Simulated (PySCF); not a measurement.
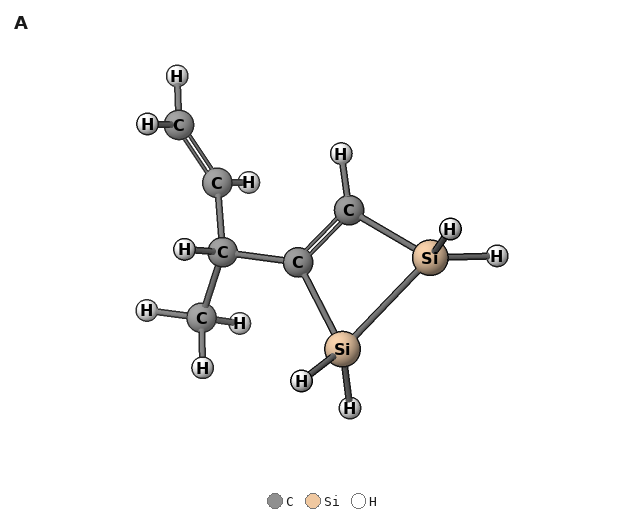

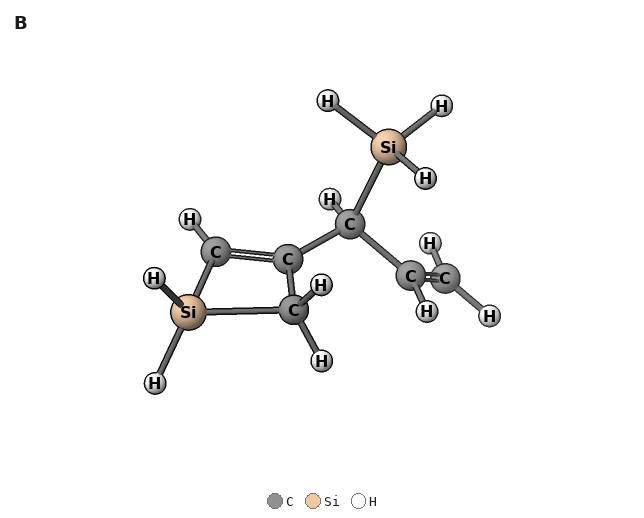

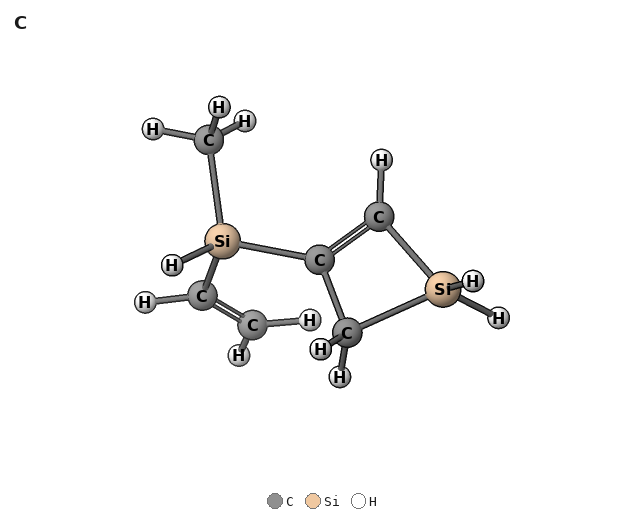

3 stationary structures of one formula. Geometries: GFN2-xTB. Electronic energies: PBE0/pcSseg-1 (PySCF 2.14.0), without zero-point energy. No frequency run is at hand to confirm each as a minimum. Each is one conformer, not always the lowest.

> Are they conformers, stereoisomers or constitutional isomers?

They are constitutional isomers of C6H12Si2: A `C=C[C@@H](C)C1=C[SiH2][SiH2]1`, B `C=C[C@H]([SiH3])C1=C[SiH2]C1`, C `C=C[Si@H](C)C1=C[SiH2]C1`.

> Rank them by energy, lowest first.

C is lowest; A lies 26.6 kJ/mol above it, B lies 53.5 kJ/mol above it.

The geometry is semi-empirical. Around Si such bond lengths and angles can be off by a tenth of an ångström or more and by several degrees, and values that hang on the shape move with them.
